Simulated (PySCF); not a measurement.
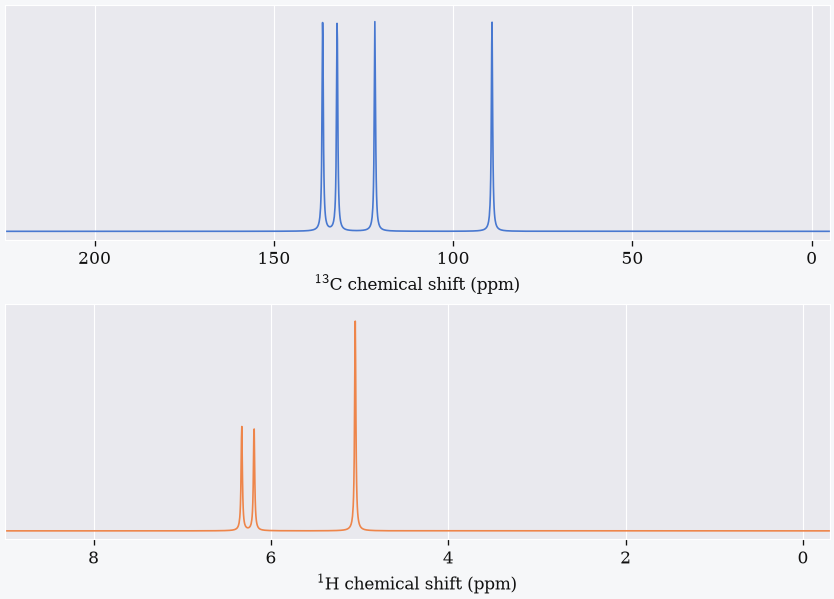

GIAO shifts, PBE/pcSseg-2 in PySCF, at a PBE0-D3(BJ)/def2-SVP geometry (no frequency check), against TMS for ¹³C and TMS for ¹H computed at the same level. Gas phase, fully decoupled, line heights follow the number of nuclei, widths are arbitrary (no quadrupolar broadening); values of one conformer, averaged over methyl-type rotors and exact or near symmetry; other conformers aren't averaged in.

Which molecule was computed?
A. CH₈SSi₂, SMILES C[SiH2]S[SiH3]
B. C₄H₃NO, SMILES C=CC(=O)C#N
C. C₄H₄FN, SMILES C=C(C#N)CF
D. C₄H₃F₃ (1,1,2-trifluorobuta-1,3-diene), SMILES C=CC(F)=C(F)F

Answer. C. Its ¹³C signals: 136.4 (1 C), 132.4 (1 C), 121.8 (1 C), 89.2 (1 C) ppm. Its ¹H signals: 6.33 (1 H), 6.19 (1 H), 5.05 (2 H) ppm.
